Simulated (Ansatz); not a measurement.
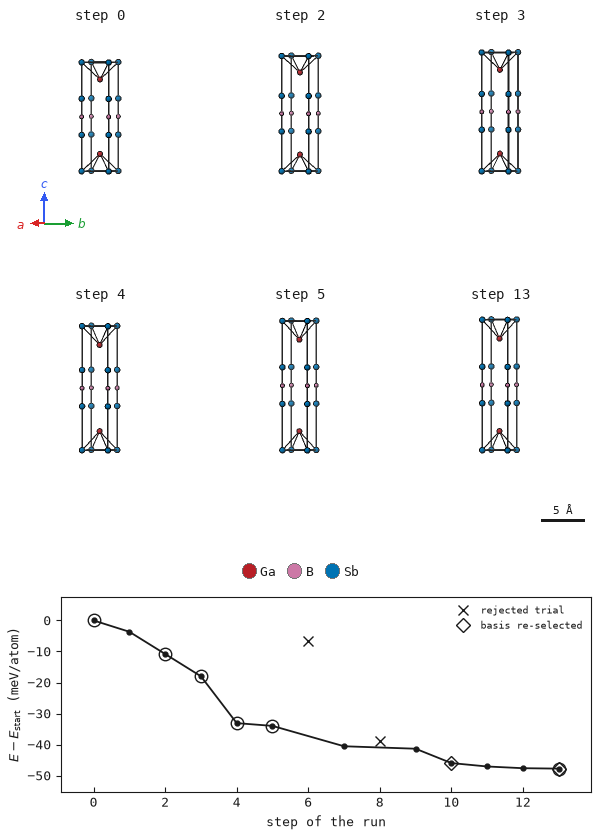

Frames of a relaxation of a crystal of Ga2BSb3 (a generated structure, set up in P4/mmm) (coarse preliminary run), marked on the history of the run. A ball-and-stick model of the cell of the calculation, seen from a free direction.

These are results of DFT PBE, scalar-relativistic, plane waves, PAW (Ansatz 0.2.0), not measurements.

Input
```yaml
crystal:
  lattice:
    - [3.3967156642, 0.0, 0.0]
    - [0.0, 3.3967156642, 0.0]
    - [0.0, 0.0, 12.9076861537]
  atoms:
    - { symbol: Ga, position: [0.5, 0.5, 0.841663439] }
    - { symbol: Ga, position: [0.5, 0.5, 0.158336561] }
    - { symbol: B, position: [0.0, 0.0, 0.5] }
    - { symbol: Sb, position: [0.0, 0.0, 0.0] }
    - { symbol: Sb, position: [0.0, 0.0, 0.3335556352] }
    - { symbol: Sb, position: [0.0, 0.0, 0.6664443648] }
basis:
  ecutwfc: 420
kpoints:
  mp_grid: { grid: [6, 6, 2] }
hamiltonian:
  xc: pbe
scf:
  occupations: { method: gaussian, width: 0.1 }
  lower_state_search: "off"
output:
  forces: true
  stress: true
  eigenvalues: true
relax:
  adjacent_minimum: "off"
  f_tol: 0.04
  max_steps: 70
  cell: { stress_tol: 0.4 }
```

Command:
```bash
ansatz run input.yaml --threads 1 --pin off --max-ram 2560MiB --backend cpu --events-out ev --progress --plain --runs-dir out
```

What happens along the run?

After 9 accepted moves (13 points after the start) the energy has fallen by 47.8 meV per atom. The largest force component goes from 0.17 to 0.028 eV/Å. Pressure: 0.32 GPa at the start and 0.02 GPa at the end. The line search rejected the trial steps at points 6, 8 of the run. At 2 points the geometry stayed and the basis and grid were re-selected for the new cell (energy shift of 4.6 meV per atom at most each time). The largest moves relative to the cell, 0.41 Å, are those of Sb5 and Sb6. Sb5 goes along +c. By element the largest moves are Sb 0.41 Å, Ga 0.19 Å. B stays in place. The volume changes by +5.7 %, with a = b 3.397 → 3.190 Å (−6.1 %), c 12.908 → 15.466 Å (+19.8 %). Among the contacts that change: Ga1–Sb4 3.154 → 3.193 Å, B3–Sb5 2.148 → 2.162 Å. Bond angles that change, for instance: Sb4–Ga2–Sb4 99.2° → 89.9°, Sb4–Ga2–Sb4 65.2° → 59.9°. The space group stays P4/mmm (No. 123). From step 0 to 2: Ga atoms move most (0.20 Å), volume +5.6 %, energy −10.8 meV per atom. From step 2 to 3: Sb atoms move most (0.05 Å), volume +1.3 %, energy −7.2 meV per atom. From step 3 to 4: Ga atoms move most (0.08 Å), volume −2.3 %, energy −15.1 meV per atom. From step 4 to 5: Ga atoms move most (0.10 Å), volume −3.0 %, energy −0.9 meV per atom. From step 5 to 13: Sb atoms move most (0.03 Å), volume +4.3 %, energy −13.8 meV per atom.

```json
{"step": "0", "E − E(0), meV/atom": "0.00", "largest force component, eV/Å": "0.1699", "pressure, GPa": "0.32", "volume, Å³/atom": "24.821", "note": ""}
{"step": "1", "E − E(0), meV/atom": "-3.65", "largest force component, eV/Å": "0.1336", "pressure, GPa": "0.15", "volume, Å³/atom": "25.138", "note": ""}
{"step": "2", "E − E(0), meV/atom": "-10.81", "largest force component, eV/Å": "0.2206", "pressure, GPa": "0.28", "volume, Å³/atom": "26.201", "note": ""}
{"step": "3", "E − E(0), meV/atom": "-17.99", "largest force component, eV/Å": "0.1431", "pressure, GPa": "-0.44", "volume, Å³/atom": "26.533", "note": ""}
{"step": "4", "E − E(0), meV/atom": "-33.09", "largest force component, eV/Å": "0.2024", "pressure, GPa": "-0.64", "volume, Å³/atom": "25.926", "note": ""}
{"step": "5", "E − E(0), meV/atom": "-33.99", "largest force component, eV/Å": "0.1519", "pressure, GPa": "0.96", "volume, Å³/atom": "25.146", "note": ""}
{"step": "6", "E − E(0), meV/atom": "-6.57", "largest force component, eV/Å": "0.6223", "pressure, GPa": "-1.71", "volume, Å³/atom": "28.488", "note": "rejected"}
{"step": "7", "E − E(0), meV/atom": "-40.55", "largest force component, eV/Å": "0.1110", "pressure, GPa": "-0.62", "volume, Å³/atom": "25.990", "note": ""}
{"step": "8", "E − E(0), meV/atom": "-38.96", "largest force component, eV/Å": "0.1240", "pressure, GPa": "0.91", "volume, Å³/atom": "24.995", "note": "rejected"}
{"step": "9", "E − E(0), meV/atom": "-41.34", "largest force component, eV/Å": "0.0076", "pressure, GPa": "0.01", "volume, Å³/atom": "25.697", "note": ""}
{"step": "10", "E − E(0), meV/atom": "-45.97", "largest force component, eV/Å": "0.0109", "pressure, GPa": "0.33", "volume, Å³/atom": "25.697", "note": "same geometry, new basis"}
{"step": "11", "E − E(0), meV/atom": "-47.07", "largest force component, eV/Å": "0.0160", "pressure, GPa": "0.18", "volume, Å³/atom": "25.949", "note": ""}
{"step": "12", "E − E(0), meV/atom": "-47.62", "largest force component, eV/Å": "0.0282", "pressure, GPa": "0.02", "volume, Å³/atom": "26.233", "note": ""}
{"step": "13", "E − E(0), meV/atom": "-47.76", "largest force component, eV/Å": "0.0283", "pressure, GPa": "0.02", "volume, Å³/atom": "26.233", "note": "same geometry, new basis"}
```
